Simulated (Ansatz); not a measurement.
Base system: BeS in the zinc blende structure (space group F-43m, No. 216; a = 4.796 Å).

Modification: an isotropic linear strain of +2.00 %; the atoms relax in the strained cell.

Method: LDA (Ansatz, an electronic-structure program), no spin-orbit coupling.

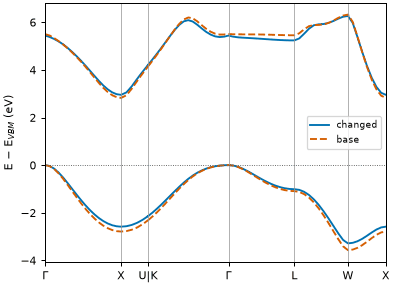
Highest valence and lowest conduction band along the path, each from its own valence-band maximum

The gap is 2.95 eV, indirect, Γ → X; the base has 2.82 eV.

Whether these cells are dynamically stable was not tested.
